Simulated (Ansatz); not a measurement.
# GeN₂H (doublet): correlated methods under varied settings

Aim: run GeN₂H (doublet) at one geometry under a spread of methods and options, and see what each costs and gives.

Method: the settings change from run to run; program: Ansatz 0.2.0, Gaussian basis.

17 further runs of the same task are left out: 9 that didn't finish, 8 set aside as unsound or not needed.

### 1 The system

The geometry is a PBE0/def2-TZVP stationary point (not a proven minimum). No spin-orbit coupling is included. The filled d shell of Ge may be among the frozen orbitals whatever the setting's name suggests; the logs give the count.

4 atoms, charge 0, spin multiplicity 2.

Atoms are counted from 1 here; the program's logs count them from 0.

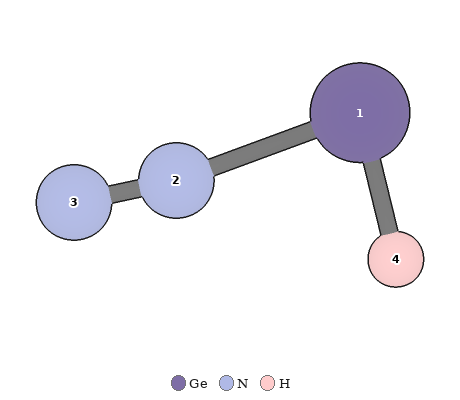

The structure; germanium purple, nitrogen light blue, hydrogen pink; atoms are numbered from 1 in the order of the file.

### 2 CCSDT(Q) on UHF/STO-3G

File in.yaml:

```yaml
crystal:
  periodic: [false, false, false]
  atoms:
    - {symbol: Ge, position_ang: [0.000000, -0.031412, 0.720207]}
    - {symbol: N, position_ang: [0.000000, 0.075260, -1.340574]}
    - {symbol: N, position_ang: [0.000000, -0.024411, -2.438823]}
    - {symbol: H, position_ang: [0.000000, 1.557202, 0.616174]}
basis:
  gaussian: {orbitals: STO-3G}
magnetization: {spin_polarized: true, initial_magnetization: 1}
correlation: {method: ccsdt_q, electrons: outside_noble_gas, diis_vectors: 12}
```

Run with:

```sh
$ ansatz run in.yaml --threads 1 --pin off --events-out ev --progress --plain --max-ram 2393MiB
```

Log (excerpt; [...] marks lines left out):

```text
Functional definition: HF
  name "HF"
  cite "Fock, Z. Phys. 61, 126 (1930) doi:10.1007/BF01340294"
  parent pbe
[...]
414 factors; integrals over basis functions are off by at most 3.9e-8 eV
[...]
mean field -58769.16091043 eV, -2159.7268282902 hartree, gradient 2.5e-6 eV, S^2 0.825903; 8 other end points of the search recorded, 0 dependent functions left out
determinant -58769.16091043 eV, -2159.7268282902 hartree, with singles and doubles -58774.27165445 eV, -2159.9146446689 hartree
determinant -58767.03645800 eV, -2159.6487561034 hartree, with singles and doubles -58771.51618710 eV, -2159.8133831114 hartree
determinant -58765.73765133 eV, -2159.6010258386 hartree, with singles and doubles -58770.49464213 eV, -2159.7758420262 hartree
determinant -58765.71941224 eV, -2159.6003555646 hartree, with singles and doubles -58770.97626038 eV, -2159.7935411704 hartree
determinant -58764.51546619 eV, -2159.5561113634 hartree, with singles and doubles -58769.04846407 eV, -2159.7226959626 hartree
16 core orbitals not correlated, not the lowest: weight in the atoms' cores, before any rotation towards them, 0.822 or more for the frozen orbitals, at most 0.175 for the correlated occupied ones
reference -58769.16091043 eV, -2159.7268282902 hartree; 8, 7 occupied and 5, 6 virtual orbitals, 414 factors
second order -4.59319210 eV of doubles, -0.00000000 eV of singles
cycle   1  -4.66201136 eV  change   -6.9e-2 eV  update   8.9e-2
[...]
cycle  17  -5.19917987 eV  change    3.0e-8 eV  update   1.1e-6
perturbative correction -0.05094146 eV, -0.0018720641 hartree
Total energy: -58774.41103176 eV, -2159.9197666905 hartree
```

Wall time 5.5 s (1 thread of Arm Neoverse V1, shared host).

From the report: ⟨S²⟩ of the determinant 0.826 (pure doublet: 0.75); correlation -5.2501 eV; T1 0.026; largest double amplitude 0.12.

### 3 NEVPT2(5,8)/6-31G

File in.yaml:

```yaml
crystal:
  periodic: [false, false, false]
  atoms:
    - {symbol: Ge, position_ang: [0.000000, -0.031412, 0.720207]}
    - {symbol: N, position_ang: [0.000000, 0.075260, -1.340574]}
    - {symbol: N, position_ang: [0.000000, -0.024411, -2.438823]}
    - {symbol: H, position_ang: [0.000000, 1.557202, 0.616174]}
basis:
  gaussian: {orbitals: 6-31G, point_charges: [{charge: -1.00, position_ang: [3.933, 0.386, 0.885]}]}
magnetization: {spin_polarized: false, initial_magnetization: 1}
correlation: {method: sc_nevpt2, electrons: outside_noble_gas, active_space: {window: {electrons: 5, orbitals: 8}}}
```

Same command.

Log (excerpt; [...] marks lines left out):

```text
Functional definition: HF
  name "HF"
  cite "Fock, Z. Phys. 61, 126 (1930) doi:10.1007/BF01340294"
  parent pbe
[...]
550 factors; integrals over basis functions are off by at most 5.2e-4 eV
[...]
mean field -59440.97039551 eV, -2184.4153714981 hartree, gradient 7.0e-6 eV, S^2 0.750000; 2 other end points of the search recorded, 0 dependent functions left out
reference -59440.97039551 eV, -2184.4153714981 hartree; 24, 23 occupied and 25, 26 virtual orbitals, 550 factors
state -59444.01148834 eV, -2184.5271295982 hartree
state -59444.01148834 eV, -2184.5271295982 hartree; corrected -59448.16926129 eV, -2184.6799249361 hartree
state -59442.10194599 eV, -2184.4569552113 hartree
state -59442.10194599 eV, -2184.4569552113 hartree; corrected -59448.49139843 eV, -2184.6917632576 hartree
state -59442.10194599 eV, -2184.4569552113 hartree; corrected -59448.49139843 eV, -2184.6917632576 hartree
the orbitals are reached from a further start. From the first start the search ends at -59444.01145823 eV, -2184.5271284918 hartree
WARN: the results are in doubt because another end's mean lies 1.910 eV lower, and its corrected mean 0.322 eV higher
Total energy: -59448.49139843 eV, -2184.6917632576 hartree
In doubt: another end's mean lies 1.910 eV lower, and its corrected mean 0.322 eV higher
```

It took 12 s on 1 thread of Arm Neoverse V1, shared host.

From the report: 1,568 determinants; active occupations 1.97, 1.95, 1.00, 0.04, 0.02, 0.01, 0.01, 0.00. Mind the lines of doubt at the end of the log.

### 4 HF/cc-pVDZ

File in.yaml:

```yaml
crystal:
  periodic: [false, false, false]
  atoms:
    - {symbol: Ge, position_ang: [0.000000, -0.031412, 0.720207]}
    - {symbol: N, position_ang: [0.000000, 0.075260, -1.340574]}
    - {symbol: N, position_ang: [0.000000, -0.024411, -2.438823]}
    - {symbol: H, position_ang: [0.000000, 1.557202, 0.616174]}
basis:
  gaussian: {orbitals: cc-pVDZ}
magnetization: {spin_polarized: false, initial_magnetization: 1}
hamiltonian: {xc: hf}
output: {forces: true, orbitals: {seedname: orbitals}}
```

Launched as before.

Log (excerpt; [...] marks lines left out):

```text
Functional definition: HF
  name "HF"
  cite "Fock, Z. Phys. 61, 126 (1930) doi:10.1007/BF01340294"
  parent pbe
[...]
646 factors; integrals over basis functions are off by at most 1.1e-3 eV
[...]
mean field -59451.41131558 eV, -2184.7990682337 hartree, gradient 1.4e-5 eV, S^2 0.750000; 0 other end points of the search recorded, 0 dependent functions left out
[...]
reference -59451.41131558 eV, -2184.7990682337 hartree; 24, 23 occupied and 36, 37 virtual orbitals, 646 factors
Total energy: -59451.41131558 eV, -2184.7990682337 hartree
Atom 0 at     0.000000    -0.031412     0.720207 Å, force     0.000000     0.083978     1.653644 eV/Å
Atom 1 at     0.000000     0.075260    -1.340574 Å, force    -0.000000    -0.348908    -5.949203 eV/Å
Atom 2 at     0.000000    -0.024411    -2.438823 Å, force     0.000000     0.398066     4.245032 eV/Å
Atom 3 at     0.000000     1.557202     0.616174 Å, force     0.000000    -0.133136     0.050527 eV/Å
Dipole moment:     0.000000     0.011694    -0.360692 e Å
```

Run time: 1.3 s. Hardware: 1 thread of Arm Neoverse V1, shared host.

### 5 BCCD/cc-pVDZ

in.yaml, as its differences from that of step 4:

```diff
@@ -9,4 +9,6 @@
   gaussian: {orbitals: cc-pVDZ}
-magnetization: {spin_polarized: false, initial_magnetization: 1}
-hamiltonian: {xc: hf}
-output: {forces: true, orbitals: {seedname: orbitals}}
+magnetization: {spin_polarized: true, initial_magnetization: 1}
+hamiltonian: {xc: {name: r2SCAN}}
+correlation: {method: bccd, electrons: outside_noble_gas}
+accuracy: high
+output: {forces: true}
```

Same command.

Log (excerpt; [...] marks lines left out):

```text
Functional definition: r2SCAN
  name "r2SCAN"
  cite "Furness, Kaplan, Ning, Perdew & Sun, J. Phys. Chem. Lett. 11, 8208 (2020) doi:10.1021/acs.jpclett.0c02405"
  cite "Furness, Kaplan, Ning, Perdew & Sun, J. Phys. Chem. Lett. 11, 9248 (2020) doi:10.1021/acs.jpclett.0c03077"
  parent r2scan
[...]
1240 factors; integrals over basis functions are off by at most 4.4e-9 eV
[...]
mean field -59510.68894485 eV, -2186.9774809296 hartree, gradient 5.9e-8 eV, S^2 0.757259; 0 other end points of the search recorded, 0 dependent functions left out
16 core orbitals not correlated: weight in the atoms' cores, before any rotation towards them, 0.998 or more for the frozen orbitals, at most 0.001 for the correlated occupied ones
reference -59450.61945363 eV, -2184.7699678438 hartree; 8, 7 occupied and 36, 37 virtual orbitals, 1240 factors
second order -11.13983276 eV of doubles, -0.48129813 eV of singles
cycle   1  -11.00960123 eV  change    6.0e-1 eV  update   1.2e-1
[...]
cycle  25  -11.61418533 eV  change  -4.6e-10 eV  update   1.8e-9
[...]
Total energy: -59462.23363896 eV, -2185.1967812822 hartree
Atom 0 at     0.000000    -0.031412     0.720207 Å, force    -0.000000    -0.130205     1.249969 eV/Å
Atom 1 at     0.000000     0.075260    -1.340574 Å, force    -0.000000     0.239531     0.849002 eV/Å
Atom 2 at     0.000000    -0.024411    -2.438823 Å, force     0.000000    -0.179960    -2.093698 eV/Å
Atom 3 at     0.000000     1.557202     0.616174 Å, force     0.000000     0.070634    -0.005273 eV/Å
Dipole moment:     0.000000     0.000126    -0.311665 e Å
```

It took 67 s on 1 thread of Arm Neoverse V1, shared host; peak memory 0.47 GiB.

From the report: ⟨S²⟩ of the determinant 0.757 (pure doublet: 0.75); correlation -11.6142 eV; largest double amplitude 0.09.

### 6 All runs side by side

Where basis and cores are those of an earlier UCCSDT(Q)/cc-pVDZ run (-59462.9965 eV), and the state is the same kind, the miss against it is given. † marks a result that the program doubts.

| level | correlated | functions | energy (eV) | from UCCSDT(Q) (meV) | time |
| --- | --- | --- | --- | --- | --- |
| CCSDT(Q) on UHF/STO-3G | outside noble gas | 29 | -58774.4110 |  | 5.5 s |
| NEVPT2(5,8)/6-31G (beside a point charge) † | outside noble gas | 49 | -59448.4914 |  | 12 s |
| HF/cc-pVDZ |  | 60 | -59451.4113 | 11585.2 | 1.3 s |
| BCCD/cc-pVDZ (on r2SCAN orbitals) | outside noble gas | 60 | -59462.2336 | 762.9 | 67 s |

### 7 Outcome

| quantity | value |
| --- | --- |
| runs | 4 |
| quickest | HF/cc-pVDZ, 1.3 s |
| slowest | BCCD/cc-pVDZ (on r2SCAN orbitals), 67 s |

**Reading.** Total energies in different bases, with other cores or another treatment of relativity can't be set against each other. BCCD/cc-pVDZ (on r2SCAN orbitals) took 53 times as long as HF/cc-pVDZ; the jobs differ in more than the method. Hartree-Fock, CASSCF and CASCI lack dynamic correlation by design. Cores frozen from Kohn-Sham orbitals shift the total energy.
